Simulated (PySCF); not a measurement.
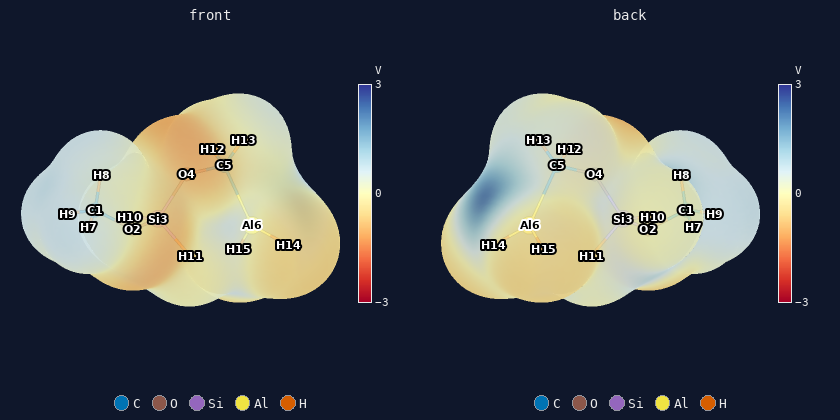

*C2H9AlO2Si (SMILES CO[SiH2]O[CH2][AlH2]). The electrostatic potential painted on the density surface at 0.001 e/bohr³, seen from the front and from behind; the colour scale runs from red (negative) to blue (positive).*

Geometry: GFN2-xTB.

Level of theory: PBE0/pcSseg-1, SCF density, gas phase, non-relativistic in PySCF 2.14.0.

```csv
atom,x (Å),y (Å),z (Å)
C,-2.9524,-0.1992,0.4418
O,-1.6658,-0.5637,0.8479
Si,-0.2720,-0.5316,0.0521
O,0.2835,0.9659,-0.0682
C,1.6800,1.2625,-0.2519
Al,2.6705,-0.2126,0.7193
H,-3.6297,-0.3882,1.2751
H,-2.9933,0.8573,0.1732
H,-3.2619,-0.7961,-0.4185
H,-0.3405,-1.1671,-1.2663
H,0.6283,-1.2607,1.0005
H,1.8623,1.2507,-1.3454
H,1.7906,2.3174,0.0471
H,3.0855,-0.0819,2.2044
H,3.1106,-1.4446,-0.1119
```

> Describe the electrostatic potential map.

The most negative region (about −1.1 V) lies over O4, the most positive (about +2.2 V) over Al6. O4 is the likeliest acceptor of a hydrogen bond.

> How polar is the molecule by this calculation?

Its dipole moment is 1.73 D.
